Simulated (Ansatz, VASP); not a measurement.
**TaAs in two plane-wave programs**

One calculation is typed for both programs; each brings its own data sets and cutoff. How far apart do they land?

Program: Ansatz 0.2.0. Level of theory: plane waves, with VASP 6.6.1 beside it; relaxation of cell and atoms at PBE with D3(BJ). Results are calculated unless marked as measured.

## Step 1: Set-up

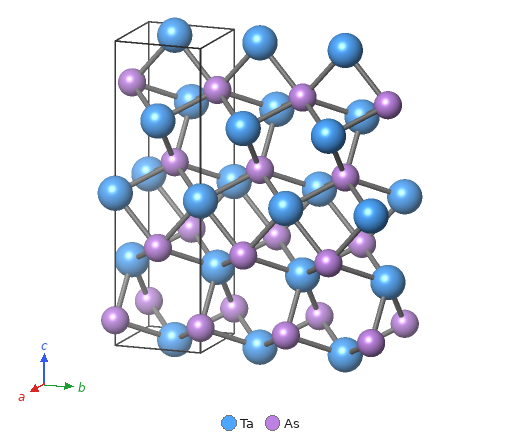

Start, viewed slightly off an axis; tantalum blue, arsenic purple. 1×3×1 cells are drawn. This picture shows the conventional cell, with its axes. Some periodic images of atoms are drawn too.

## Step 2: Ansatz: relaxation of cell and atoms, PBE with D3(BJ)

Ansatz runs on its default PAW (the set named soft_2) files.

The relaxed volume is the usual yardstick between codes: its relative difference is about their pressure difference at one cell divided by the bulk modulus.

input.yaml

```yaml
crystal:
  lattice:
    - [-1.7218133622, 1.7218133622, 5.8679415361]
    - [1.7218133622, -1.7218133622, 5.8679415361]
    - [1.7218133622, 1.7218133622, -5.8679415361]
  atoms:
    - { symbol: Ta, position: [0.4999673, 0.9999673, 0.5] }
    - { symbol: Ta, position: [0.7499673, 0.7499673, 0.0] }
    - { symbol: As, position: [0.08263212, 0.58263212, 0.5] }
    - { symbol: As, position: [0.33263212, 0.33263212, 0.0] }
hamiltonian:
  xc: pbe
  pseudopotentials: { kind: paw }
  dispersion: d3bj
kpoints:
  mp_grid: { grid: [9, 9, 9] }
scf:
  occupations: { method: fermi_dirac, width: 0.05 }
relax:
  f_tol: 0.01
  max_steps: 60
  cell: { stress_tol: 0.05 }
output:
  forces: true
  stress: true
```

The run is started by

```sh
$ ansatz run input.yaml --threads 4 --pin off --max-ram 9216MiB --backend cpu --events-out ev --progress --plain --runs-dir out
```

Numbers of over 12 decimals in the logs are rounded to 6 here.

The log of the run:

```text
basis.fft_grid_basis auto: the FFT boxes are laid along the combinations [[1, 0, 1], [0, 1, 1], [0, 0, 1]] of the cell's own vectors, 3.444, 3.444 and 6.353 Å long. The dense box has 24×24×45 points. Along the cell's own vectors, as sized, it would have 45×45×45, 3.52 times as many. Of the 8 symmetry operations that the crystal satisfies within crystal.symmetry.tolerance (time reversal apart; of a slab, those that ke [...]
Engine: ansatz 0.2.0, x86_64-unknown-linux-gnu
Pseudopotentials: kind: paw
Pseudopotential: Ta, paw, valence charge 13, recommended cutoff 420 eV (normal), Ta.paw.azcp
Pseudopotential: As, paw, valence charge 15, recommended cutoff 420 eV (normal), As.paw.azcp
Functional definition: PBE
  parameter kappa = 0.804
  parameter beta = 0.066725
  exchange = pbe_x(kappa = kappa, mu = beta*pi^2/3)
  correlation = pbe_c(beta = beta)
Crystal: 4 atoms, lattice volume = 69.585 Å³
Basis set: ecut = 420 eV, 1371 PW (Γ), FFT grids on a1+a3, a2+a3, a3, exchange–correlation on 48×48×90 points (8 copies of the dense FFT grid, shifted against one another)
Bands: 34, of which v1, the nominal top of the filled ones, is band 28 counted from 1 (27 counted from 0)
Symmetry: 8 space group operations
Space group: I41md (ITA 109), of the structure as read, at distance tolerance 4.1e-5 Å
k-points: 75 of 729 (time reversal used)
Non-local potential: Ta, projectors of the file, l = 0: 3, l = 1: 2, l = 2: 2, l = 3: 1
Non-local potential: As, projectors of the file, l = 0: 2, l = 1: 2, l = 2: 3, l = 3: 1
PAW form: soft (Blöchl's): semilocal exchange-correlation on the pseudo side does not see the compensation charge
PAW one-centre angular grid: Ta, 590 points (default); XC on 64 Gauss nodes
PAW one-centre angular grid: As, 590 points (default); XC on 64 Gauss nodes
Initial density: superposition of atomic densities (neutral atoms: chi_scale 0, normalization atom), corrected by the library's trained network
Initial wavefunctions: pseudopotential atomic-orbital guess
Functional: x = pbe(κ = 0.804, μ = 0.219515), c = pbe(β = 0.066725)
SCF iter   1: F=—  HF=-29581.354079 eV  |F-HF|=—  |Δ(HF+E_count)|=         —  Δρ=7.51e-3  dr2=3.46e-2  ethr=1.77e-3  ⟨swp⟩=5.9  Hψ=10227  notcnv=0
preconditioner: auto → Kerker (q_TF=auto, 2.631 Å⁻¹)  [metal: Δε(μ)=0.040 eV  Ē_g=7.541 eV  σ=0.050 eV  W_gap=0.20  n_scr=24 (ndim 8)  ℏωp=19.9 eV  f_vac=0.000  D(μ)=0.71/eV (n_scr^D=2)]
SCF iter   2: F=—  HF=-29581.350617 eV  |F-HF|=—  |Δ(HF+E_count)|=   3.46e-3  Δρ=4.16e-3  dr2=8.84e-3  ethr=6.18e-5  ⟨swp⟩=1.6  Hψ=3215  notcnv=0  defer=4
SCF iter   3: F=—  HF=-29581.350622 eV  |F-HF|=—  |Δ(HF+E_count)|=   4.12e-6  Δρ=9.42e-4  dr2=4.82e-4  ethr=1.58e-5  ⟨swp⟩=3.0  Hψ=4473  notcnv=0  defer=4
SCF iter   4: F=—  HF=-29581.350469 eV  |F-HF|=—  |Δ(HF+E_count)|=   1.52e-4  Δρ=3.96e-4  dr2=1.30e-4  ethr=8.61e-7  ⟨swp⟩=2.0  Hψ=4426  notcnv=0  defer=4
SCF iter   5: F=—  HF=-29581.350448 eV  |F-HF|=—  |Δ(HF+E_count)|=   2.11e-5  Δρ=9.05e-5  dr2=9.55e-6  ethr=2.31e-7  ⟨swp⟩=2.0  Hψ=3028  notcnv=0  defer=4
SCF iter   6: F=—  HF=-29581.350456 eV  |F-HF|=—  |Δ(HF+E_count)|=   7.48e-6  Δρ=1.73e-5  dr2=2.47e-7  ethr=1.71e-8  ⟨swp⟩=2.0  Hψ=3240  notcnv=0  defer=4
SCF iter   7: F=-29581.350456 eV  HF=-29581.350456 eV  |F-HF|=2.97e-9  |Δ(HF+E_count)|=   9.31e-9  Δρ=3.68e-6  dr2=9.29e-9  ethr=1.79e-10  ⟨swp⟩=4.0  Hψ=8027  notcnv=0
SCF 1 converged in 7 iterations: F = -29581.350456 eV  dr2 = 9.29e-9
  greatest PAW one-centre occupation: 0.999 electrons in one spin orbital (limit 2), on the As atom at site 3 (counted from 0), in its partial waves of l = 2
relax step   1: F+E_penalty+E_count = -29581.35045563 eV  Δ(F+E_penalty+E_count) = +0.000e0 eV  max|allowed force component| = 2.286e-2 eV/Å  Δτ_max = 0.0000 Å  P = -3.546 GPa  Ω = 69.585 Å³  (7 SCF iters, dr2 threshold 1.00e-7 eV, accepted)
[...]
relax step   2: F+E_penalty+E_count = -29581.33913915 eV  Δ(F+E_penalty+E_count) = +1.132e-2 eV  max|allowed force component| = 2.231e-2 eV/Å  Δτ_max = 0.0114 Å  P = +4.922 GPa  Ω = 66.427 Å³  energy of the carried Pulay correction = +8.826e-4 eV  (6 SCF iters, dr2 threshold 4.00e-7 eV, rejected (line search))
[...]
relax step   3: F+E_penalty+E_count = -29581.36817497 eV  Δ(F+E_penalty+E_count) = -1.772e-2 eV  max|allowed force component| = 4.354e-3 eV/Å  Δτ_max = 0.0045 Å  P = -0.159 GPa  Ω = 68.238 Å³  energy of the carried Pulay correction = +3.717e-4 eV  (9 SCF iters, accepted)
[...]
relax step   4: F+E_penalty+E_count = -29581.36824010 eV  Δ(F+E_penalty+E_count) = -6.513e-5 eV  max|allowed force component| = 2.238e-3 eV/Å  Δτ_max = 0.0002 Å  P = +0.006 GPa  Ω = 68.172 Å³  energy of the carried Pulay correction = +3.899e-4 eV  (4 SCF iters, dr2 threshold 1.53e-7 eV, accepted)
[...]
relax step   5: F+E_penalty+E_count = -29581.36788245 eV  Δ(F+E_penalty+E_count) = +3.576e-4 eV  max|allowed force component| = 2.207e-3 eV/Å  Δτ_max = 0.0000 Å  P = +0.001 GPa  Ω = 68.172 Å³  stress off target by 7.90e-3 GPa  SCF on the basis re-selected at this cell (its energy is not comparable with the rows above)  (5 SCF iters)
basis re-selected at this cell: Δ(F+E_penalty+E_count) = +3.576e-4 eV, ΔP = -0.005 GPa vs the last step (what re-selecting the basis moved, of the pressure what is left beyond the Pulay correction that the steps carried, after the strain that the cell walked since its last selection, with what the two solves' SCF thresholds leave and, on support functions, any second-order correction that the steps lacked; it is no m [...]
SCF converged after 5 iterations
Free energy (F): -29581.367882 eV
Harris-Foulkes:  -29581.367882 eV  (|F-HF|=1.46e-11)
Internal energy: -29581.361733 eV  (E = F + TS)
E sigma→0 (E₀):  -29581.364808 eV
Entropy (-TS):   -0.006150 eV (-1.537 meV/atom)
Fermi energy:    17.464186 eV
--- Per-component energies (eV) ---
  E_band       = -529.863336
  E_kinetic    = 945.984951
  E_local      = -3982.941727  (includes V_loc(G=0)·N_el)
  E_nonlocal   = -1310.804397
  E_hartree    = 2077.950922
  E_xc         = -599.302355
  E_vxc        = -572.196123  (∫ρ·V_xc dr)
  E_paw        = -20466.062046  (= ΣΔE_a)
  E_vpaw       = 234.192030  (= ΣTr[D̂ρ^β])
  E_aug_tail   = 0.000295  (compensation charges beyond the density's cutoff)
  E_ewald      = -6243.729326
  E_disp       = -2.458050  (pairwise vdW)
  E_smearing   = -0.006150  (= −TS)
  E_closure    = 0.000000  (closes the sum)
  Σ components = -29581.367882   (vs F -29581.367882, Δ=0.00e0)
--- Forces (eV/Å), atoms counted from 1 ---
  atom   1  Ta     0.00000000    -0.00000000    -0.00220725
  atom   2  Ta    -0.00000000    -0.00000000    -0.00220725
  atom   3  As     0.00000000    -0.00000000     0.00220691
  atom   4  As    -0.00000000     0.00000000     0.00220691
  max |Σ_I F_I| component: 6.65e-7 eV/Å
--- Stress (GPa, compression-positive) ---
        0.004866       0.000000       0.000000
        0.000000       0.004866      -0.000000
        0.000000      -0.000000      -0.007901
  P = ⅓ Tr σ = 0.0006 GPa (0.006 kbar)
--- Relaxed structure (4 steps of the walk, 3 accepted, 1 SCFs on fresh bases) ---
  F+E_penalty+E_count = -29581.36788245 eV   max|allowed force component| = 2.207e-3 eV/Å   (the final SCF, on the basis selected at the relaxed cell)
  cell:  # Å, volume = 68.1723 Å³
    - [-1.716018, 1.716018, 5.787673]
    - [1.716018, -1.716018, 5.787673]
    - [1.716018, 1.716018, -5.787673]
  atoms:
    - { symbol: Ta, position: [0.500371, 1.000371, 0.500000] }
    - { symbol: Ta, position: [0.750371, 0.750371, 0] }
    - { symbol: As, position: [0.082228, 0.582228, 0.5] }
    - { symbol: As, position: [0.332228, 0.332228, 0] }
```

It took 12 s on 4 threads of Intel Xeon Platinum 8375C at 2.90GHz (Ice Lake), shared host; peak memory 0.53 GiB.

## Step 3: VASP: relaxation of cell and atoms, PBE with D3(BJ)

The same cell, functional, mesh and smearing now go to VASP, with its own data sets and cutoff.

Lines of VASP's logs that name or quote its potential files are left out, and so is its time.

INCAR

```
SYSTEM = TaAs
PREC = Accurate
ENCUT = 520
EDIFF = 1E-06
NELM = 100
ISMEAR = -1
SIGMA = 0.05
LREAL = .FALSE.
ALGO = Normal
GGA = PE
IVDW = 12
NBANDS = 22
LORBIT = 11
LWAVE = .FALSE.
LCHARG = .FALSE.
KPAR = 4
IBRION = 2
NSW = 60
ISIF = 3
EDIFFG = -0.01
```

POSCAR

```
TaAs
1.0
   -1.7218133622      1.7218133622      5.8679415361
    1.7218133622     -1.7218133622      5.8679415361
    1.7218133622      1.7218133622     -5.8679415361
Ta As
2 2
Direct
    0.4999673000      0.9999673000      0.5000000000
    0.7499673000      0.7499673000      0.0000000000
    0.0826321200      0.5826321200      0.5000000000
    0.3326321200      0.3326321200      0.0000000000
```

KPOINTS

```
Automatic mesh
0
Gamma
9 9 9
0 0 0
```

The projector-augmented-wave data sets are Ta_pv and As (PBE family, release 64).

The run is started by

```sh
$ mpirun -np 4 vasp_std
```

The log of the run:

```text
[banner, memory and clock lines left out]
running    4 mpi-ranks, on    1 nodes
 distrk:  each k-point on    1 cores,    4 groups
 distr:  one band on    1 cores,    1 groups

 POSCAR found type information on POSCAR TaAs
 POSCAR found :  2 types and       4 ions
 LDA part: xc-table for (Slater+PW92), standard interpolation
 POSCAR, INCAR and KPOINTS ok, starting setup
 FFT: planning ... GRIDC
 FFT: planning ... GRID_SOFT
 FFT: planning ... GRID
 WAVECAR not read
 entering main loop
       N       E                     dE             d eps       ncg     rms          rms(c)
DAV:   1     0.239341676614E+03    0.23934E+03   -0.16762E+04  3308   0.141E+03
DAV:   2    -0.262145935066E+02   -0.26556E+03   -0.25531E+03  3794   0.368E+02
DAV:   3    -0.367156672447E+02   -0.10501E+02   -0.10246E+02  4284   0.649E+01
DAV:   4    -0.368948494072E+02   -0.17918E+00   -0.17813E+00  4008   0.809E+00
DAV:   5    -0.368989093531E+02   -0.40599E-02   -0.40571E-02  4250   0.960E-01    0.211E+01
DAV:   6    -0.352047623596E+02    0.16941E+01   -0.52617E+00  4008   0.139E+01    0.894E+00
DAV:   7    -0.351167885666E+02    0.87974E-01   -0.48783E-01  4702   0.448E+00    0.264E+00
DAV:   8    -0.351014395124E+02    0.15349E-01   -0.49177E-02  4184   0.104E+00    0.260E-01
DAV:   9    -0.351011699729E+02    0.26954E-03   -0.47894E-03  4186   0.373E-01    0.114E-01
DAV:  10    -0.351011509594E+02    0.19014E-04   -0.50810E-04  4086   0.181E-01    0.183E-02
DAV:  11    -0.351011500026E+02    0.95675E-06   -0.36742E-05  4504   0.336E-02    0.135E-02
DAV:  12    -0.351011452196E+02    0.47830E-05   -0.12248E-05  4100   0.240E-02    0.182E-03
DAV:  13    -0.351011452643E+02   -0.44742E-07   -0.47786E-07  2514   0.484E-03
   1 F= -.37507218E+02 E0= -.37504167E+02  d E =-.375072E+02
[...]
2 F= -.37478584E+02 E0= -.37475568E+02  d E =0.286342E-01
[...]
3 F= -.37519203E+02 E0= -.37516169E+02  d E =-.119846E-01
[...]
4 F= -.37520582E+02 E0= -.37517500E+02  d E =-.137906E-02
[...]
5 F= -.37520845E+02 E0= -.37517745E+02  d E =-.164178E-02
[...]
6 F= -.37520965E+02 E0= -.37517856E+02  d E =-.120727E-03
 trial-energy change:   -0.000121  1 .order   -0.000121   -0.000360    0.000118
 step:   0.7437(harm=  0.7437)  dis= 0.00169  next Energy=   -37.520980 (dE=-0.136E-03)
 bond charge predicted
       N       E                     dE             d eps       ncg     rms          rms(c)
DAV:   1    -0.350704009190E+02   -0.15940E-03   -0.23992E-03  3318   0.402E-01    0.117E-02
DAV:   2    -0.350704191722E+02   -0.18253E-04   -0.20684E-04  3666   0.110E-01    0.485E-03
DAV:   3    -0.350704191217E+02    0.50505E-07   -0.25596E-06  3838   0.122E-02
   7 F= -.37520981E+02 E0= -.37517874E+02  d E =-.136262E-03
 curvature:  -0.44 expect dE=-0.988E-06 dE for cont linesearch -0.140E-08
 trial: gam= 0.01601 g(F)=  0.709E-09 g(S)=  0.226E-05 ort =-0.117E-05 (trialstep = 0.938E+00)
 search vector abs. value=  0.234E-05
 reached required accuracy - stopping structural energy minimisation
```

OUTCAR, selected parts (step 3):

```text
ion  position               nearest neighbor table
   1  0.500  1.000  0.500-   4 2.61   4 2.61   3 2.62   3 2.62   3 2.62   3 2.62   2 3.40   2 3.40
                             2 3.40   2 3.40
   2  0.750  0.750  0.000-   3 2.61   3 2.61   4 2.62   4 2.62   4 2.62   4 2.62   1 3.40   1 3.40
                             1 3.40   1 3.40
   3  0.083  0.583  0.500-   2 2.61   2 2.61   1 2.62   1 2.62   1 2.62   1 2.62
   4  0.333  0.333  0.000-   1 2.61   1 2.61   2 2.62   2 2.62   2 2.62   2 2.62

  LATTYP: Found a body centered tetragonal cell.
 ALAT       =     3.4436267244
 C/A-ratio  =     3.4080009279

 Subroutine GETGRP returns: Found  8 space group operations
 (whereof  4 operations were pure point group operations)

The static configuration has the point symmetry C_2v.
 The point group associated with its full space group is C_4v.

 Found     75 irreducible k-points:

   k-points           NKPTS =     75   k-points in BZ     NKDIM =     75   number of bands    NBANDS=     22

   dimension x,y,z NGX =    48 NGY =   48 NGZ =   48
   dimension x,y,z NGXF=    96 NGYF=   96 NGZF=   96

   ENCUT  =  520.0 eV  38.22 Ry    6.18 a.u.  11.81 11.81 11.81*2*pi/ulx,y,z

   NELECT =      32.0000    total number of electrons

 k-points in reciprocal lattice and weights: Automatic mesh
   0.00000000  0.00000000  0.00000000       0.001
   0.11111111 -0.00000000  0.00000000       0.011
   0.22222222  0.00000000 -0.00000000       0.011
   0.33333333 -0.00000000  0.00000000       0.011
   0.44444444  0.00000000 -0.00000000       0.011
   0.11111111  0.11111111  0.00000000       0.011
   0.22222222  0.11111111 -0.00000000       0.022
   0.33333333  0.11111111  0.00000000       0.022
   0.44444444  0.11111111 -0.00000000       0.022
[...]
-0.44444444  0.44444444  0.44444444       0.005
  -0.44444444 -0.44444444  0.44444444       0.003

 Edisp (eV)   -2.45072

 average (electrostatic) potential at core
       1 -36.0757       2 -36.0757       3 -47.6424       4 -47.6424

 E-fermi :   7.1511

 k-point     1 :       0.0000    0.0000    0.0000
  band No.  band energies     occupation
    ...
     12       4.6307      2.00000
     13       4.7575      2.00000
     14       5.2052      2.00000
     15       5.4905      2.00000
     16       5.4905      2.00000
     17       8.0351      0.00000
     18       8.7443      0.00000
     19       9.5793      0.00000
     20      10.2822      0.00000
     21      10.2822      0.00000
    ...

 k-point     2 :       0.1111   -0.0000    0.0000
  band No.  band energies     occupation
    ...
     12       4.5019      2.00000
     13       4.8920      2.00000
     14       5.0986      2.00000
     15       5.4256      2.00000
     16       5.7853      2.00000
     17       7.8284      0.00000
     18       8.4870      0.00000
     19       9.4289      0.00000
     20       9.9126      0.00000
     21      10.4394      0.00000
    ...

 k-point     3 :       0.2222    0.0000   -0.0000
  band No.  band energies     occupation
    ...
     12       4.2072      2.00000
     13       5.1293      2.00000
     14       5.1601      2.00000
     15       5.2840      2.00000
     16       6.3111      2.00000
     17       7.5463      0.00074
     18       8.3213      0.00000
     19       8.7258      0.00000
     20       9.4844      0.00000
     21      10.2293      0.00000
    ...

 Edisp (eV)   -2.45056

  Total       0.00902     0.00902     0.00500     0.00000     0.00000     0.00000
  in kB       0.21142     0.21142     0.11708     0.00000     0.00000     0.00000
  external pressure =        0.18 kB  Pullay stress =        0.00 kB

  energy-cutoff  :      520.00
  volume of cell :       68.35
      direct lattice vectors                 reciprocal lattice vectors
    -1.717719754  1.717719754  5.791631465     0.000000000  0.291083571  0.086331460
     1.717719754 -1.717719754  5.791631465     0.291083571  0.000000000  0.086331460
     1.717719754  1.717719754 -5.791631465     0.291083571  0.291083571  0.000000000

 POSITION                                       TOTAL-FORCE (eV/Angst)
 -----------------------------------------------------------------------------------
      0.00000      1.71772      0.00433         0.000000      0.000000      0.000061
      0.00000      0.00000      8.69178         0.000000      0.000000      0.000061
      1.71772     -0.00000      0.95244        -0.000000     -0.000000     -0.000061
      0.00000      0.00000      3.84825        -0.000000     -0.000000     -0.000061
 -----------------------------------------------------------------------------------
    total drift:                                0.000000      0.000000      0.000729

  FREE ENERGIE OF THE ION-ELECTRON SYSTEM (eV)
  ---------------------------------------------------
  free  energy   TOTEN  =       -37.5209808833 eV

  energy  without entropy=      -37.5147667478  energy(sigma->0) =      -37.51787382

 reached required accuracy - stopping structural energy minimisation

 total charge
# of ion       s       p       d       tot
------------------------------------------
    1        0.280   6.167   2.414   8.861
    2        0.280   6.167   2.414   8.861
    3        1.189   1.688   0.086   2.963
    4        1.189   1.688   0.086   2.963
--------------------------------------------------
tot          2.939  15.710   4.999  23.648

[... 3 further parts left out ...]
```

## Step 4: Side by side

Known differences besides the PAW data sets themselves: both relaxations stop at a tolerance, which leaves soft axes loose, and VASP keeps its plane-wave basis; the data sets hold 56 valence electrons in Ansatz (default PAW (the set named soft_2) files) and 32 in VASP; the cutoff is 420 eV in Ansatz and 520 eV in VASP; VASP leaves aspherical gradient terms in its spheres out (LASPH is not set), Ansatz keeps them; Ansatz adds a Pulay correction to the stress that steers its cell, VASP none. Total energies have different zeros and are not compared.

Compared:

```
                                         quantity  Ansatz   VASP  difference
                                      volume (Å³)   68.17  68.35     -0.27 %
edge a after relaxation, in the typed setting (Å)   6.276  6.280     -0.07 %
```

The walks stopped with 0.00 GPa left in Ansatz and 0.02 GPa in VASP; each walk ends within a tolerance, so the volume difference is uncertain by about these residues over the bulk modulus, most in soft cells.

## Step 5: What came out

| Item | Value |
| --- | --- |
| difference in volume (relaxation of cell and atoms, PBE with D3(BJ)) | -0.27 % |

**Reading.** The difference in volume is -0.27 % (relaxation of cell and atoms, PBE with D3(BJ)), within the 1.2 % picked in this series as the mark of a large difference, as far as the stopping tolerances let one tell. How closely two codes agree says nothing of how well the functional describes the real material.

[Lines on the potential files, build, host, timing and source positions are cut from VASP's logs without a mark.]

[Logs are printed without paths, hosts, clocks, repeated set-up lines and the standing remarks that a program may print on its own settings, such as how far it seeks lower states.]

[Hosts, paths, dates, database ids (printed as entryN), source tags and the programs' standing remarks are cut or masked in the printed files.]
